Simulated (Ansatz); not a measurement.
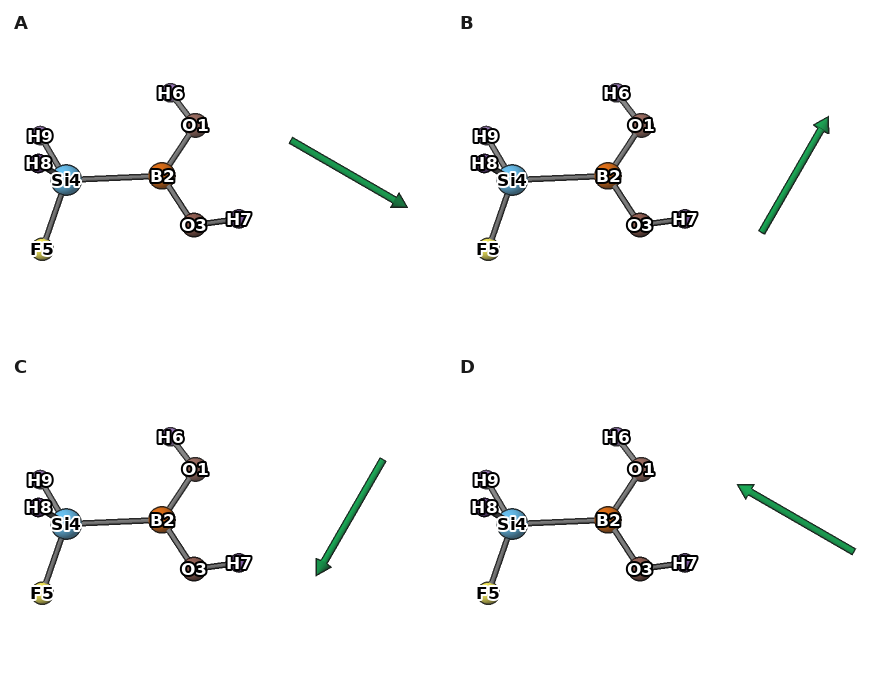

The same molecule four times, each with an arrow. Computed geometry: PBE0-D4/def2-TZVP optimisation. Method: RKS PBE0-D4/def2-TZVP (Ansatz 0.2.0).

Which arrow points along the dipole moment, from the negative to the positive end?

Answer. B. The dipole moment is 2.70 D; it points from the side of F5 to the side of H6 (the outermost atoms at the two ends).
